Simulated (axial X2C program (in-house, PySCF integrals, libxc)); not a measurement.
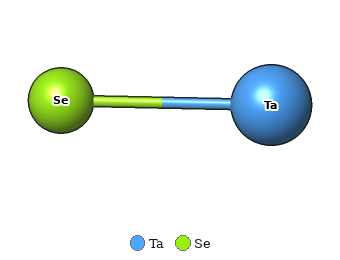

*The molecule at the reference distance of 2.216 Å.*

# TaSe⁺: relativistic diatomic calculation

TaSe⁺, single determinant with Ω = 3. Level asked for: PBE0, two-component X2C with atomic mean-field Coulomb and Gaunt terms, Ta dyall-cv3z, Se dyall-cv3z (cores contracted) (axial X2C program (in-house, PySCF integrals, libxc)).

**Input**
```
{"zs": [73, 34], "q": 1, "bas": ["dyall-cv3z", "dyall-cv3z"], "levels": ["PBE0", "HF", "BLYP"], "cc": true, "r0": 2.33, "thr": -1.0, "nmax": 90, "npts": 10, "nst": 2, "ntry": 6}
```

The line is the task of a batch: nuclear charges, charge, bases, the levels to run, a first guess of the distance and further settings. This report covers PBE0 with spin-orbit coupling. The log is that of the reference distance 2.216 Å.

Hardware: 1 thread of INTEL XEON PLATINUM @ 2.30GHz (Emerald Rapids), 24 GiB of memory available, shared host.

Launched within a batch (the task file carries these settings):
```bash
python <driver script> task.json out
```

**Log**
```
two-component X2C + atomic mean field  PBE0
basis functions 287  fitting functions 1494  grid points 5800
iter        total energy     max residual
   1     -18032.122529913     1.03e+00
   2     -18032.127276827     3.57e-04
   3     -18032.127277487     2.29e-04
   4     -18032.127277873     7.53e-05
   5     -18032.127277925     5.32e-05
   6     -18032.127277936     2.49e-05
   7     -18032.127277941     1.19e-05
converged
one-electron -25935.80573574  Coulomb 7733.90155979  exact exchange -100.51564062  xc functional -308.16254903  nuclear repulsion 592.69758010  atomic mean-field constant -14.24249243
```

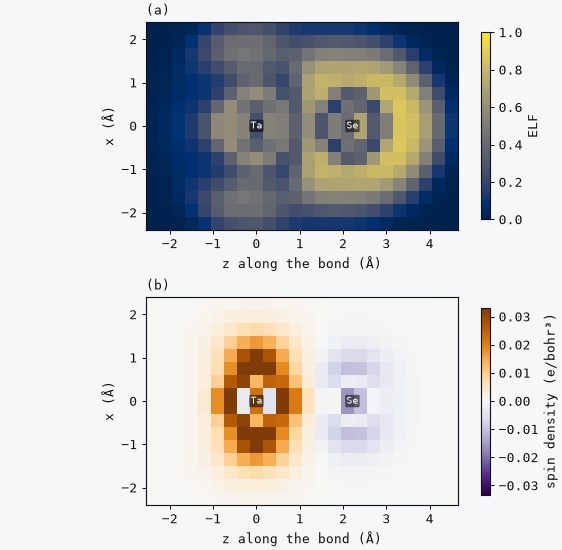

*(a) electron localisation function; (b) spin density, in a plane that holds the axis, at 2.22 Å, on points 0.3 Å apart (one half computed, the other mirrored); the structure near the nuclei is finer than these points.*

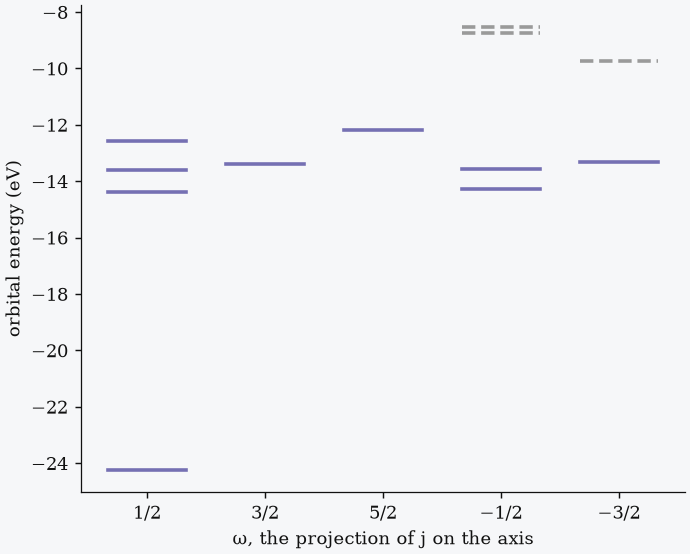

*Orbital energies near the frontier at 2.22 Å, filled (solid) and empty (dashed).*

The highest filled spinor (5/2; 99 % Ta d) lies at −12.17 eV, the lowest empty one (−3/2; 98 % Ta d) at −9.74 eV.

**Outcome**

```
   quantity                                        value
    outcome  not converged in a step after the SCF shown
  wall time                                         16 s
peak memory                                     0.74 GiB
```

**Diagnosis**

The SCF whose log is shown converged, but a later step did not. The run therefore gave no full result.
